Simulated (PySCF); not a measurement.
# A workflow on CH5AlSn (SMILES [CH2]1[AlH][SnH2]1)

Aim: a structure relaxation (BLYP-D4/LANL2DZ), then the energy (DF-CCSD(T)/def2-mTZVP), then the excited states (TDA-r2SCANh/ccECP-cc-pVDZ) of CH5AlSn. The job is set up through a Python script.

Program for the calculation: PySCF 2.14.0.

1 further run of the same task is left out (for a faulty analytic Hessian).

### 1 The system as given

CH5AlSn has 8 atoms, charge 0, and is taken as a singlet. SMILES: `[CH2]1[AlH][SnH2]1`. The shape comes from a force field and isn't a relaxed structure. The run starts from this shape.

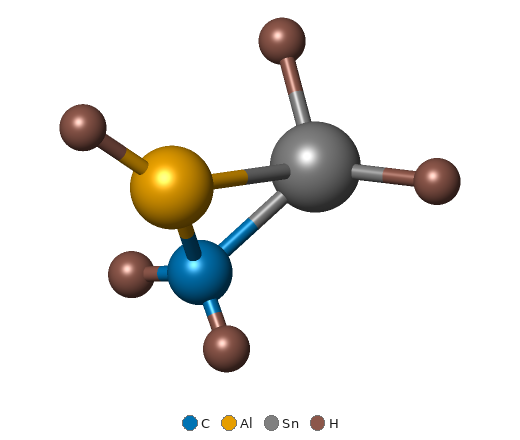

Viewed from a chosen angle; carbon blue, aluminium amber, tin grey, hydrogen brown.

### 2 A geometry optimisation at BLYP-D4/LANL2DZ (core potential) (run 1)

Input file input.py:

```python
# [CH2]1[AlH][SnH2]1
from pyscf import gto, dft
from pyscf.geomopt.geometric_solver import kernel as optimise

mol = gto.Mole()
mol.atom = '''
C   -0.884100   0.098700  -0.542000
Al  -0.170800   1.122700   0.947300
Sn   0.693400  -1.148400  -0.227900
H   -1.833900  -0.327200  -0.340000
H   -0.883400   0.672800  -1.541400
H    0.262600   2.589000   1.466600
H    0.567300  -2.383900   1.015600
H    2.341000  -0.680700  -0.833900
'''
mol.max_memory = 1860
mol.ecp = {'Al': 'lanl2dz', 'Sn': 'lanl2dz'}
mol.verbose = 4
mol.basis = 'lanl2dz'
mol.build()

ks = dft.RKS(mol)
ks.xc = 'blyp'
ks.disp = 'd4'
converged, mol_eq = optimise(ks, maxsteps=100)
print('converged:', converged)
print(mol_eq.tostring())

ks.reset(mol_eq)
mol = mol_eq
ks.kernel()
etot = ks.e_tot
print('E(%s) = %.9f' % ('BLYP', etot))
```

Launch:

```bash
$ OMP_NUM_THREADS=1 python input.py
```

Output:

```text
PySCF version 2.14.0

[... 83 lines left out ...]
> Will converge when all 5 criteria are reached:
[... 100 lines left out ...]
Step    0 : Gradient = 4.154e-02/7.788e-02 (rms/max) Energy = -46.2966732839
[... 245 lines left out ...]
converged SCF energy = -46.3304628261185
[... 257 lines left out ...]
converged SCF energy = -46.3379827890327
[... 251 lines left out ...]
converged SCF energy = -46.3392275030547
[... 247 lines left out ...]
converged SCF energy = -46.339511838665
[... 267 lines left out ...]
converged SCF energy = -46.3396045693067
[... 243 lines left out ...]
converged SCF energy = -46.3396079844892
[... 247 lines left out ...]
converged SCF energy = -46.3396080178023
[... 244 lines left out ...]
converged SCF energy = -46.3396069697265
[... 159 lines left out ...]
converged SCF energy = -46.3396080831245
[... 83 lines left out ...]
converged SCF energy = -46.339608083313
E(BLYP) = -46.339608083
```

Wall time 2.2 min (1 thread of Arm Neoverse V1, shared host); peak memory 0.41 GiB.

Steps, from the record of the run:

```csv
step,energy from the first frame kept (eV),largest force (eV/Å)
0,0.0000,4.0047
2,-0.7467,1.1920
4,-1.0179,0.7965
6,-1.1241,0.4616
8,-1.1443,0.2169
10,-1.1616,0.1858
12,-1.1657,0.0381
14,-1.1662,0.0403
16,-1.1666,0.0445
18,-1.1669,0.0310
20,-1.1672,0.0262
22,-1.1675,0.0165
24,-1.1679,0.0226
26,-1.1681,0.0245
28,-1.1683,0.0089
30,-1.1683,0.0037
32,-1.1683,0.0064
34,-1.1683,0.0048
36,-1.1683,0.0104
38,-1.1683,0.0019
```

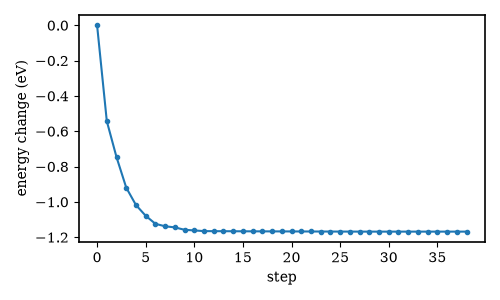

Energy along the run.

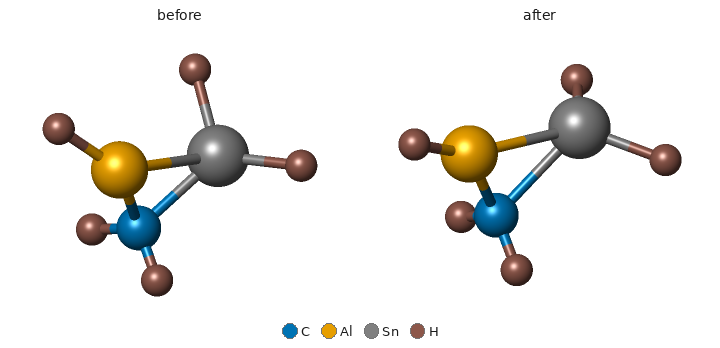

Before and after, at one scale.

After the run. Bond lengths: C1–Al2 1.975 Å, C1–Sn3 2.251 Å, Al2–Sn3 2.641 Å, C1–H4 1.106 Å, C1–H5 1.106 Å, Al2–H6 1.610 Å, Sn3–H7 1.729 Å, Sn3–H8 1.728 Å. Some angles: C1–Al2–Sn3 56.2°, Al2–C1–Sn3 77.0°, C1–Sn3–Al2 46.8°, C1–Al2–H6 144.8°, Sn3–Al2–H6 158.9°, Al2–C1–H4 119.7°, Al2–C1–H5 119.2°, Sn3–C1–H4 115.8°, Sn3–C1–H5 114.1°, C1–Sn3–H7 112.7°.

### 3 A single-point energy at DF-CCSD(T)/def2-mTZVP (core potential) (run 3)

Input file calc.py:

```python
# [CH2]1[AlH][SnH2]1
from pyscf import gto, scf, cc

mol = gto.M(
    atom=[
    ('C', (-0.678919, 0.215058, -0.578823)),
    ('Al', (0.080495, 1.372557, 0.830070)),
    ('Sn', (1.121389, -0.945849, 0.112621)),
    ('H', (-1.657710, -0.273461, -0.417457)),
    ('H', (-0.626895, 0.543937, -1.633726)),
    ('H', (-0.113698, 2.741042, 1.655027)),
    ('H', (0.705738, -2.484750, 0.781520)),
    ('H', (2.262706, -1.194231, -1.161279)),
],
    max_memory=1860,
    verbose=3,
    basis='def2-mtzvp',
    ecp={'Sn': 'def2-svp'},
    spin=0,
)

mf = scf.RHF(mol)
mf.kernel()

mycc = cc.CCSD(mf, frozen=10).density_fit()
mycc.kernel()
e_t = mycc.ccsd_t()
energy = mycc.e_tot + e_t
print('E = %.10f Eh' % energy)
mf.analyze()
```

Launch:

```bash
$ OMP_NUM_THREADS=1 python calc.py
```

Output:

```text
converged SCF energy = -495.96990089312

WARN: Even tempered Gaussians are generated as DF auxbasis for  Sn

[... 7 lines left out ...]
MO #4   energy= -4.92000125554029  occ= 2
[... 7 lines left out ...]
MO #12  energy= -1.30127363260105  occ= 2
[... 7 lines left out ...]
MO #20  energy= -0.471324285815789 occ= 2
[... 7 lines left out ...]
MO #28  energy= 0.140972387908559  occ= 0
[... 7 lines left out ...]
MO #36  energy= 0.265675893946792  occ= 0
[... 7 lines left out ...]
MO #44  energy= 0.444859594161621  occ= 0
[... 7 lines left out ...]
MO #52  energy= 0.652022047772905  occ= 0
[... 7 lines left out ...]
MO #60  energy= 1.01534302861853   occ= 0
[... 7 lines left out ...]
MO #68  energy= 1.82210819274812   occ= 0
[... 7 lines left out ...]
MO #76  energy= 2.40396426391402   occ= 0
[... 7 lines left out ...]
MO #84  energy= 3.12810327774226   occ= 0
[... 7 lines left out ...]
MO #92  energy= 114.044475235638   occ= 0
[... 9 lines left out ...]
Dipole moment(X, Y, Z, Debye): -0.50921,  1.35188,  0.44961
```

Run time: 70 s. Hardware: 1 thread of Arm Neoverse V1, shared host; peak memory 0.49 GiB.

### 4 The excited states at TDA-r2SCANh/ccECP-cc-pVDZ (density fitting, core potential, spin of roots singlet) (run 4)

Input file input.py:

```python
from pyscf import gto, dft, tdscf

mol = gto.M(
    atom='''
C     -0.678919     0.215058    -0.578823
Al     0.080495     1.372557     0.830070
Sn     1.121389    -0.945849     0.112621
H     -1.657710    -0.273461    -0.417457
H     -0.626895     0.543937    -1.633726
H     -0.113698     2.741042     1.655027
H      0.705738    -2.484750     0.781520
H      2.262706    -1.194231    -1.161279
''',
    verbose=4,
    max_memory=1860,
    basis='ccecp-cc-pvdz',
    ecp='ccecp',
    spin=0,
)

calc0 = dft.RKS(mol, xc='r2scanh')
calc0 = calc0.density_fit()
calc0.kernel()

e_tot = calc0.e_tot
print('E(%s) = %.9f' % ('R2SCANH', e_tot))

td = calc0.TDA()
td.nstates = 5
td.kernel()
td.analyze()
roots = td.e * 27.211386
osc = td.oscillator_strength()
print('state   eV      nm      f')
for i, (w, f) in enumerate(zip(roots, osc), 1):
    print('%3d %9.4f %8.1f %9.5f' % (i, w, 1239.842 / w, f))
```

Launch:

```bash
$ OMP_NUM_THREADS=1 python input.py
```

Output:

```text
PySCF version 2.14.0

[... 72 lines left out ...]
WARN: Even tempered Gaussians are generated as DF auxbasis for  Al H C Sn
[... 22 lines left out ...]
converged SCF energy = -14.0024234069099
[... 2 lines left out ...]
******** <class 'pyscf.tdscf.rks.TDA'> for <class 'pyscf.df.df_jk.DFRKS'> ********
nstates = 5 singlet
deg_eia_thresh = 1.000e-03
wfnsym = None
conv_tol = 1e-05
eigh lindep = 1e-12
eigh level_shift = 0
eigh max_cycle = 100

Excitation energies (eV)
[2.71511193 3.65818471 4.56826025 4.85151768 5.02824499]

** Singlet excitation energies and oscillator strengths **
       8 -> 9        -0.70389
       7 -> 9        -0.70590
       7 -> 10        0.27936
       7 -> 11       -0.14839
       8 -> 10       -0.56153
       8 -> 11        0.25683
       7 -> 10       -0.44708
       8 -> 11        0.54039
       7 -> 10       -0.46270
       7 -> 11       -0.24024
       8 -> 10       -0.30877
       8 -> 11       -0.34830

** Transition electric dipole moments (AU) **
state          X           Y           Z        Dip. S.      Osc.
  1         0.3014      0.3032     -0.3785      0.3260      0.0217
  2         0.0056      0.0142      0.0117      0.0004      0.0000
  3         0.5068     -0.8260     -0.1660      0.9667      0.1082
  4         0.1981      0.0830      0.2315      0.0997      0.0119
  5         0.3144     -0.8760     -0.3486      0.9878      0.1217

WARN: ECP detected. Skipping calculation of transition velocity and magnetic dipole moments, which have not yet been implemented.

state   eV      nm      f
  1    2.7151    456.6   0.02169
  2    3.6582    338.9   0.00003
  3    4.5683    271.4   0.10819
  4    4.8515    255.6   0.01185
  5    5.0282    246.6   0.12169
```

It took 1.7 min on 1 thread of Arm Neoverse V1, shared host; peak memory 0.53 GiB.

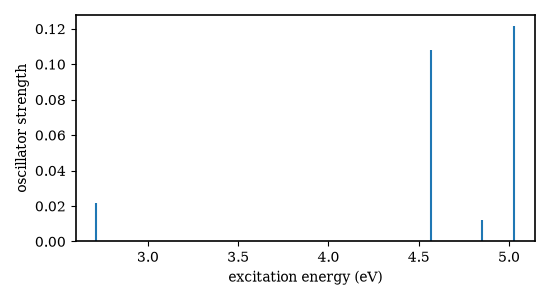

Vertical excitations as sticks.

The roots found:

```csv
excited state,energy (eV),strength
1,2.715,0.0217
2,3.658,0.0000
3,4.568,0.1082
4,4.852,0.0118
5,5.028,0.1217
```

### 5 Summary of results

```
                                                                    quantity          value
                             run 1, BLYP-D4/LANL2DZ: total energy at the end   -46.33961 Eh
                                       run 1, BLYP-D4/LANL2DZ: dipole moment         1.23 D
                                         run 1, BLYP-D4/LANL2DZ: HOMO energy       -4.86 eV
                                         run 1, BLYP-D4/LANL2DZ: LUMO energy       -2.54 eV
                                       run 1, BLYP-D4/LANL2DZ: HOMO–LUMO gap        2.33 eV
                                   run 1, BLYP-D4/LANL2DZ: dispersion energy  -32.23 kJ/mol
                                  run 3, DF-CCSD(T)/def2-mTZVP: total energy  -496.34938 Eh
          run 3, DF-CCSD(T)/def2-mTZVP: dipole moment (Hartree–Fock density)         1.51 D
           run 3, DF-CCSD(T)/def2-mTZVP: HOMO energy (Hartree–Fock orbitals)       -7.73 eV
           run 3, DF-CCSD(T)/def2-mTZVP: LUMO energy (Hartree–Fock orbitals)        0.67 eV
         run 3, DF-CCSD(T)/def2-mTZVP: HOMO–LUMO gap (Hartree–Fock orbitals)        8.40 eV
  run 3, DF-CCSD(T)/def2-mTZVP: correlation energy (10 core orbitals frozen)     -379.5 mEh
                                run 3, DF-CCSD(T)/def2-mTZVP: (T) correction     -14.84 mEh
                                 run 3, DF-CCSD(T)/def2-mTZVP: T1 diagnostic          0.014
         run 4, TDA-r2SCANh/ccECP-cc-pVDZ: ground-state or mean-field energy   -14.00242 Eh
 run 4, TDA-r2SCANh/ccECP-cc-pVDZ: dipole moment (r2SCANh Kohn–Sham density)         1.23 D
  run 4, TDA-r2SCANh/ccECP-cc-pVDZ: HOMO energy (r2SCANh Kohn–Sham orbitals)       -5.36 eV
  run 4, TDA-r2SCANh/ccECP-cc-pVDZ: LUMO energy (r2SCANh Kohn–Sham orbitals)       -2.20 eV
run 4, TDA-r2SCANh/ccECP-cc-pVDZ: HOMO–LUMO gap (r2SCANh Kohn–Sham orbitals)        3.16 eV
          run 4, TDA-r2SCANh/ccECP-cc-pVDZ: lowest singlet excitation energy        2.72 eV
```

**Reading.** The optimisation (run 1, BLYP-D4/LANL2DZ) took 38 steps and changed the energy by -1.168 eV. The triples (run 3, DF-CCSD(T)/def2-mTZVP) make up 3.9 % of the correlation energy. The brightest of the 5 transitions from the ground state lies at 5.03 eV (247 nm, f = 0.122); the lowest, at 2.72 eV, has f = 0.022.
